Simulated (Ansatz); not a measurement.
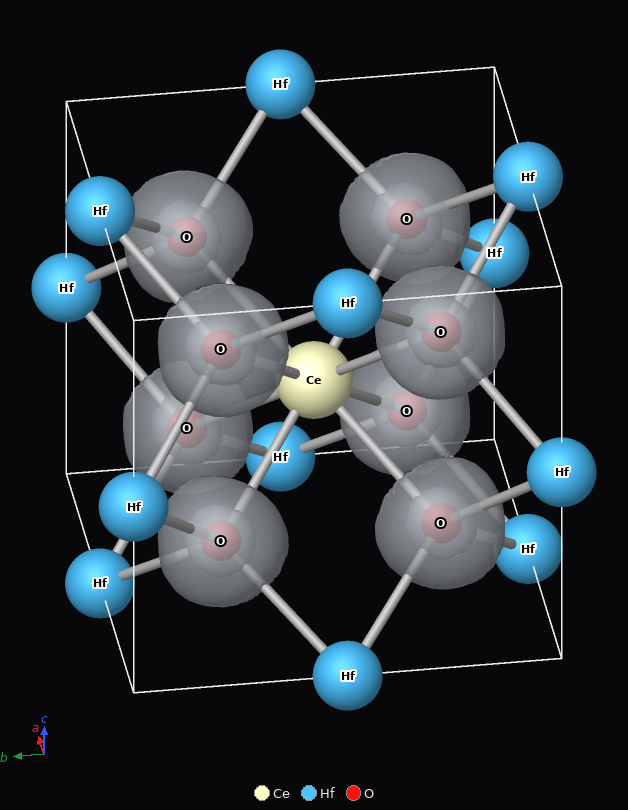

Figure 1: CeHf3O8. Isosurface of the ELF at 0.75 (grey), seen at an oblique angle. Core shells and regions of very low density are left out. Sticks mark near contacts.

Space group Pm-3m; a structure generated by program, which may or may not match a known phase; computed without spin polarisation; no Hubbard U on the f states and no spin–orbit coupling.

Level of theory: DFT PBE, scalar-relativistic, plane waves, PAW (Ansatz 0.2.0).

In a PAW calculation such maps are meaningful between the atoms, not at the nuclei.

Question: What do the ELF domains correspond to?

Answer: The ELF exceeds this value in eight regions wrapped around O (the valence shell of each), counted in one cell of 12 atoms. Regions shared between cells count once.

Values along the shortest contacts:
Hf–O (2.23 Å): the ELF peaks at about 0.85 in the valence shell of O, 0.6 Å from its nucleus, and drops to about 0.15 between the two atoms; no shared electron pair shows on this line. Ce–O (2.31 Å): the ELF peaks at about 0.80 in the valence shell of O, 0.6 Å from its nucleus, and drops to about 0.25 between the two atoms: no localised pair shows between them.
